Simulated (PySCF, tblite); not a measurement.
# C₄H₂FNO₂+ (doublet): geometry, infrared bands and EPR parameters

Aim: predict the infrared bands and EPR parameters of C₄H₂FNO₂+ (doublet) (`N#C[C+]([CH]F)OC=O`).

Computed with tblite 0.8.0 and PySCF 2.14.0, with density-fitted response routines of our own, on a single molecule in the gas phase. Atoms count from 0, in the outputs and in this text.

## (1) Starting geometry

10 atoms, charge 1, multiplicity 2; geometry from: force field or distance geometry start.

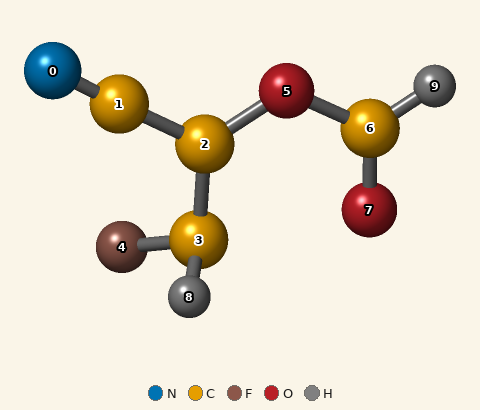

As it starts; nitrogen blue, carbon amber, fluorine brown, oxygen red, hydrogen grey, atoms numbered.

## (2) Geometry optimisation with GFN2-xTB

Job settings and geometry (Å):

```
{"job": {"kind": "relax", "xc": "GFN2-xTB", "basis": "xTB"}, "charge": 1, "multiplicity": 2}
N     -1.147700     2.585800     1.382600
C     -0.729500     1.638500     0.881000
C     -0.162500     0.458600     0.272300
C     -1.084100    -0.650900    -0.089400
F     -2.203200    -0.193500    -0.763800
O      1.190600     0.438300     0.023400
C      1.755300    -0.697900    -0.586300
O      1.025300    -1.676500    -0.894800
H     -1.464200    -1.188000     0.811900
H      2.828900    -0.709800    -0.765000
```

Run with:

```console
$ OMP_NUM_THREADS=1 python probes_run.py task.json out
```

This one command runs all jobs of the session in turn.

Standard output:

```text
step      E/eV     max force
  0    -671.16548    4.975
  1    -671.52702    5.926
  2    -671.80920    1.571
  3    -671.93456    1.204
  4    -672.05428    4.248
  5    -672.14191    3.135
  6    -672.20403    0.739
  7    -672.25039    0.753
  8    -672.31030    1.149
  9    -672.36230    1.171
 10    -672.43570    0.974
 11    -672.49597    0.951
 12    -672.55719    0.835
 13    -672.60099    0.709
 14    -672.64519    0.884
 15    -672.66632    0.682
 16    -672.67699    0.321
 17    -672.68386    0.287
 18    -672.69263    0.313
 19    -672.70311    0.264
 20    -672.71151    0.289
 21    -672.72411    0.361
 22    -672.73554    0.317
 23    -672.74517    0.365
 24    -672.75408    0.372
 25    -672.76236    0.368
 26    -672.76995    0.261
 27    -672.77413    0.234
 28    -672.77761    0.198
 29    -672.78028    0.148
 30    -672.78208    0.097
 31    -672.78284    0.100
 32    -672.78379    0.092
 33    -672.78511    0.117
 34    -672.78678    0.153
 35    -672.78850    0.144
 36    -672.79053    0.176
 37    -672.79339    0.188
 38    -672.79779    0.228
 39    -672.80293    0.278
 40    -672.80746    0.255
 41    -672.81067    0.184
 42    -672.81449    0.170
 43    -672.81779    0.166
 44    -672.82233    0.178
 45    -672.82356    0.149
 46    -672.82500    0.179
 47    -672.82651    0.134
 48    -672.82921    0.149
 49    -672.83167    0.223
 50    -672.83407    0.377
 51    -672.83750    0.208
 52    -672.84044    0.111
 53    -672.84150    0.103
 54    -672.84228    0.074
 55    -672.84265    0.075
 56    -672.84295    0.045
 57    -672.84319    0.037
 58    -672.84340    0.069
 59    -672.84363    0.052
 60    -672.84377    0.046
 61    -672.84384    0.026
 62    -672.84388    0.024
 63    -672.84393    0.025
 64    -672.84396    0.014
 65    -672.84397    0.013
 66    -672.84398    0.011
 67    -672.84399    0.013
 68    -672.84401    0.014
 69    -672.84402    0.013
 70    -672.84403    0.013
 71    -672.84404    0.011
 72    -672.84405    0.009
```

It took 0.83 s on 1 thread of AMD EPYC, shared host.

Along the way: (not every step is listed)

```
step  energy from step 0 (eV)  largest force (eV/Å)
   0                   0.0000                4.9749
   1                  -0.3615                5.9264
   2                  -0.6437                1.5710
   3                  -0.7691                1.2044
   4                  -0.8888                4.2477
   5                  -0.9764                3.1354
   6                  -1.0385                0.7385
   7                  -1.0849                0.7527
   8                  -1.1448                1.1486
  13                  -1.4355                0.7090
  18                  -1.5272                0.3126
  23                  -1.5797                0.3653
  28                  -1.6121                0.1979
  33                  -1.6196                0.1170
  38                  -1.6323                0.2285
  43                  -1.6523                0.1663
  48                  -1.6637                0.1486
  53                  -1.6760                0.1032
  58                  -1.6779                0.0695
  63                  -1.6784                0.0253
  67                  -1.6785                0.0128
  68                  -1.6785                0.0136
  69                  -1.6785                0.0130
  70                  -1.6785                0.0133
  71                  -1.6786                0.0110
  72                  -1.6786                0.0095
```

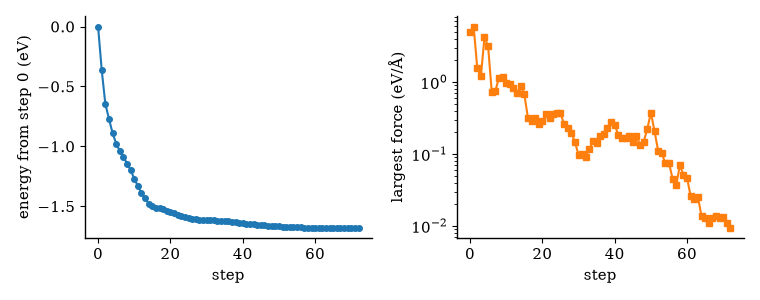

Energy and largest force along the relaxation.

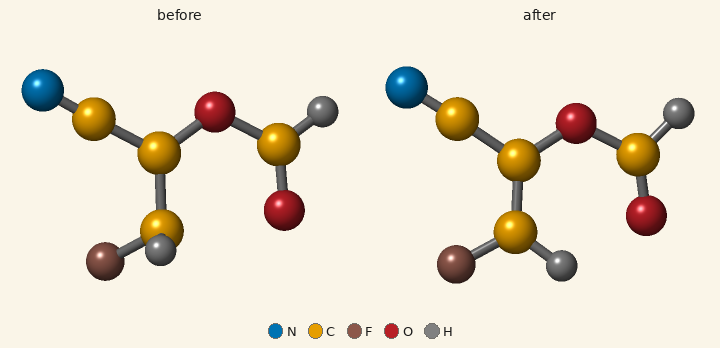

Before and after, at one scale.

Distances of close pairs at the start and the end, largest changes first:

```
 bond  before (Å)  after (Å)  change (Å)
C2–C3       1.487      1.377      -0.110
C3–F4       1.384      1.291      -0.093
C6–O7       1.259      1.184      -0.076
O5–C6       1.408      1.356      -0.052
C2–O5       1.376      1.338      -0.038
C3–H8       1.116      1.096      -0.020
C6–H9       1.088      1.106      +0.017
C1–C2       1.444      1.431      -0.012
```

The final coordinates are the input of the step that follows.

## (3) Harmonic vibrations with GFN2-xTB

Job settings and geometry (Å):

```
{"job": {"kind": "ir", "xc": "GFN2-xTB", "basis": "xTB"}, "charge": 1, "multiplicity": 2}
N     -0.997854     2.780464     1.101588
C     -0.645339     1.740491     0.792679
C     -0.238776     0.475114     0.261317
C     -1.181887    -0.496872     0.013335
F     -2.445666    -0.234942     0.048289
O      1.080524     0.356280     0.073336
C      1.627668    -0.751310    -0.484731
O      1.019534    -1.639645    -0.976795
H     -0.936728    -1.551225    -0.159674
H      2.727406    -0.673701    -0.397554
```

Standard output:

```text
mode    cm-1     km/mol
  1      68.7      9.63
  2     127.2      2.21
  3     150.7      2.24
  4     216.6      5.94
  5     279.0     14.15
  6     296.2      8.96
  7     387.1     47.60
  8     441.2     12.07
  9     557.9      6.99
 10     610.6      9.01
 11     692.3     10.74
 12     763.1     24.61
 13     828.4     15.84
 14     906.5      0.72
 15     914.3     42.64
 16    1125.4     20.73
 17    1191.9     60.50
 18    1234.6      9.71
 19    1249.8     50.43
 20    1442.3    284.17
 21    1761.9    135.43
 22    2347.8     34.66
 23    2799.9    301.29
 24    2901.5    133.99
```

It took 0.53 s on 1 thread of AMD EPYC, shared host.

Which atoms move in the most intense modes:

```
cm⁻¹  km/mol                               atoms
 387    47.6  O5 33 %, C1 18 %, H9 13 %, C6 11 %
 914    42.6                    O5 52 %, C6 29 %
1192    60.5  H8 35 %, H9 23 %, C2 21 %, F4 12 %
1250    50.4  C2 30 %, C3 26 %, F4 17 %, H9 16 %
1442   284.2                    C3 58 %, C2 30 %
1762   135.4                    C6 53 %, O7 44 %
2800   301.3                             H9 92 %
2902   134.0                             H8 92 %
```

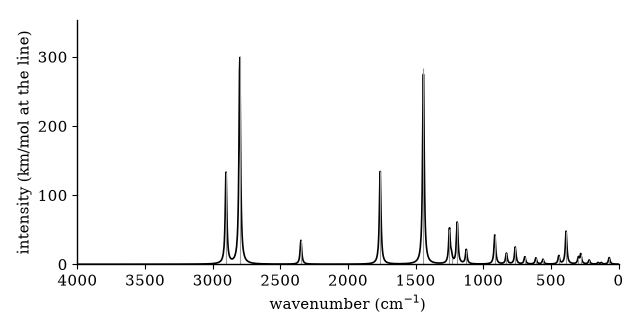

The infrared spectrum from these modes, unscaled. Lines are broadened to a width of 14 cm⁻¹ (Lorentzian).

## (4) g tensor and hyperfine couplings: B3LYP/pcH-1

The job, as its differences from that of step 3:

```diff
@@ -1,2 +1,2 @@
-{"job": {"kind": "ir", "xc": "GFN2-xTB", "basis": "xTB"}, "charge": 1, "multiplicity": 2}
+{"job": {"kind": "epr", "basis": "pcH-1"}, "charge": 1, "multiplicity": 2}
 N     -0.997854     2.780464     1.101588
```

Level: UKS B3LYP, pcH-1 on C F H N O, non-relativistic, mean-field spin-orbit, GIAO.

Standard output:

```text
UKS, coarse grid
  cycle   1  E = -457.96453008  |g| = 8.29e-01
  cycle   2  E = -455.24693081  |g| = 2.35e+00
  cycle   3  E = -458.16283067  |g| = 4.60e-01
  cycle   4  E = -458.24452565  |g| = 1.79e-01
  cycle   5  E = -458.24942357  |g| = 1.30e-01
  cycle   6  E = -458.25592833  |g| = 3.57e-02
  cycle   7  E = -458.25632651  |g| = 1.80e-02
  cycle   8  E = -458.25646333  |g| = 5.23e-03
  cycle   9  E = -458.25647658  |g| = 3.49e-03
  cycle  10  E = -458.25648464  |g| = 9.85e-04
UKS, final grid
  cycle   1  E = -458.25648501  |g| = 1.60e-03
  cycle   2  E = -458.25648099  |g| = 3.66e-03
  cycle   3  E = -458.25648603  |g| = 5.45e-04
  cycle   4  E = -458.25648616  |g| = 1.39e-04
  cycle   5  E = -458.25648619  |g| = 9.16e-05
  cycle   6  E = -458.25648620  |g| = 6.27e-05
  cycle   7  E = -458.25648621  |g| = 1.90e-05
E = -458.25648621 Eh   <S^2> = 0.7561 (exact 0.7500)
g shifts (ppm)      1          2          3
  rmc          -243       -243       -243
  gc             -4         51         52
  oz_so         809       3204       4210
  total         563       3012       4019
hyperfine (MHz)  atom isotope    a_iso     a_fc   dipolar eigenvalues
    0   14N       3.70       3.70     -9.48     -7.66     17.14
    1   13C     -20.10     -20.10     -5.83     -3.09      8.92
    2   13C       6.32       6.32    -26.98    -23.58     50.57
    3   13C      28.53      28.53    -36.63    -33.96     70.59
    4   19F     108.32     108.32   -233.93   -222.37    456.30
    5   17O     -16.13     -16.13    -49.50     24.39     25.10
    6   13C      -5.02      -5.02     -4.33      1.40      2.93
    7   17O      -4.20      -4.20    -24.40     10.29     14.11
    8    1H     -27.18     -27.18    -14.69     -6.68     21.37
    9    1H       9.79       9.79     -2.75     -1.66      4.41
```

Wall time 70 s (1 thread of AMD EPYC, shared host); peak memory 0.77 GiB.

Principal g values 2.00288, 2.00533, 2.00634; g(iso) = 2.00485, against 2.00232 for a free electron.

Hyperfine couplings, nucleus by nucleus at this fixed geometry (no averaging over rotations):

```
nuclei  isotope  a(iso) (MHz)  a(iso) (G, at g = 2.0023)  largest dipolar term (MHz)
    F4      19F         108.3                       38.7                       456.3
    C3      13C          28.5                       10.2                        70.6
    H8       1H         -27.2                       -9.7                        21.4
    C1      13C         -20.1                       -7.2                         8.9
    O5      17O         -16.1                       -5.8                       -49.5
    H9       1H           9.8                        3.5                         4.4
    C2      13C           6.3                        2.3                        50.6
    C6      13C          -5.0                       -1.8                        -4.3
    O7      17O          -4.2                       -1.5                       -24.4
    N0      14N           3.7                        1.3                        17.1
```

Mulliken spin populations:

```
atom  value (e)
  N0       0.19
  C1      -0.07
  C2       0.27
  C3       0.36
  F4       0.09
  O5       0.12
  C6      -0.02
  O7       0.06
  H8      -0.02
  H9       0.00
```

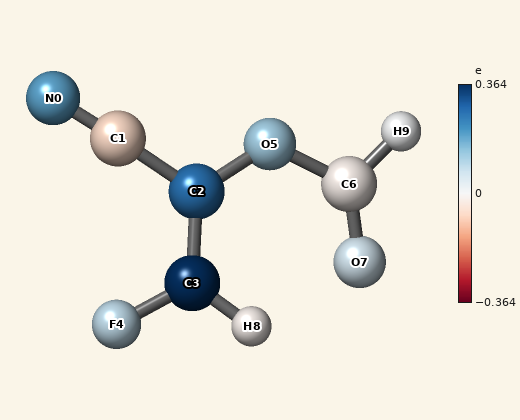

Mulliken spin populations, as colours on the atoms.

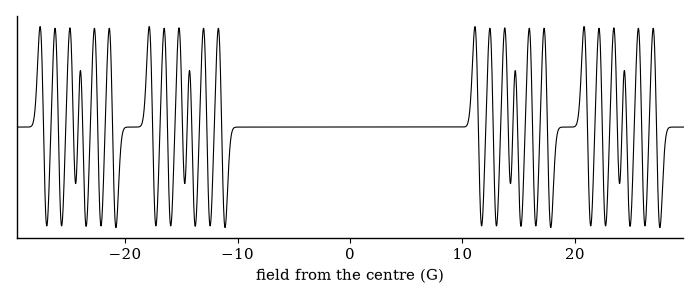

First-order isotropic spectrum (first derivative, main isotopes with spin only, couplings over 0.8 MHz, Gaussian width 0.3 G; couplings of the frozen geometry, rotation of groups not averaged beyond the rows shown).

Orbitals, density, ELF and potential are computed afterwards from the orbital file.

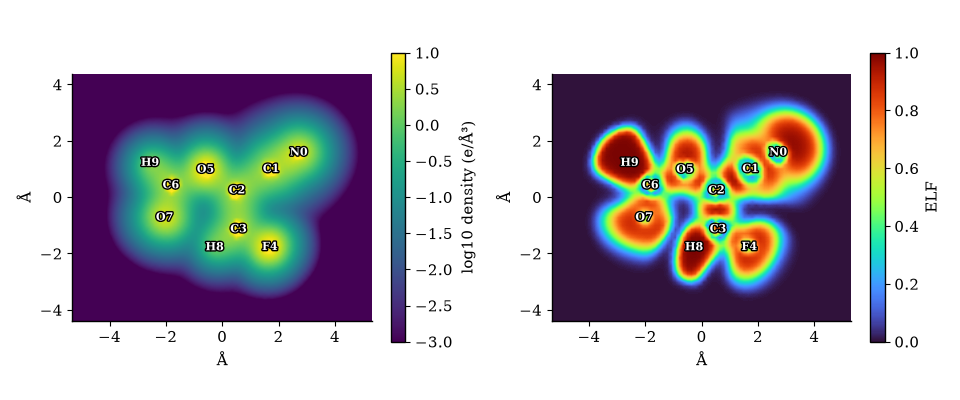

Density (left) and ELF (right) in a plane through or near 10 of the atoms.

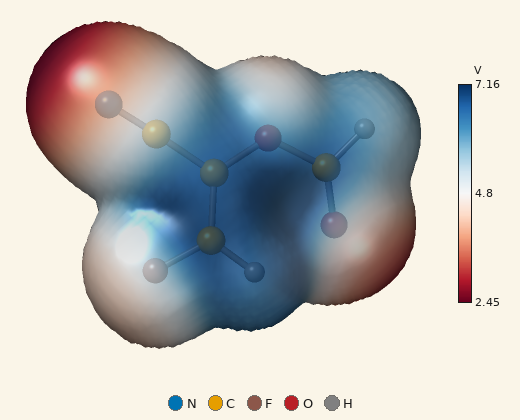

The potential that a unit positive charge feels on the 0.002 e/bohr³ surface, from the 1st to the 99th percentile, from 2.45 V near N0 to 7.16 V near H8.

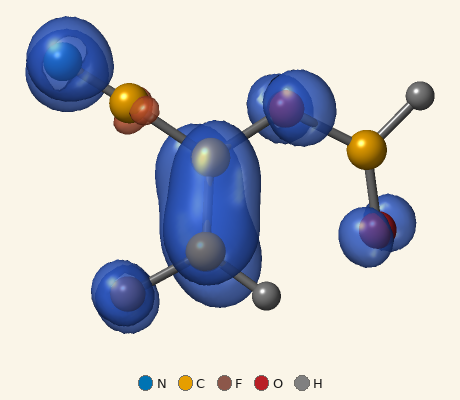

Spin density at ±0.03 e/Å³ (alpha excess blue, beta excess red).

## (5) What came out

| quantity | value |
| --- | --- |
| strongest single infrared mode (GFN2-xTB) | 2800 cm⁻¹, 301 km/mol |
| zero-point energy (GFN2-xTB) | 33.3 kcal/mol |
| g(iso) (B3LYP) | 2.00485 |
| ⟨S²⟩ | 0.756 (exact 0.75) |
| largest a(iso) | 19F on F4, 108.3 MHz |

**Reading.** Relaxing lowered the energy by 1.679 eV in 72 steps; the close pair that moved most is C2–C3, from 1.487 to 1.377 Å. All 24 modes are real, so the xTB geometry is a minimum. The strongest single mode, at 2800 cm⁻¹, moves mainly H9. Unscaled tight-binding wavenumbers are off by several per cent, some by more. Its intensities can rank the bands wrongly. The largest spin populations lie on C3 (0.36 e), C2 (0.27 e). The isotropic g lies 2.5 ppt above the free-electron value.
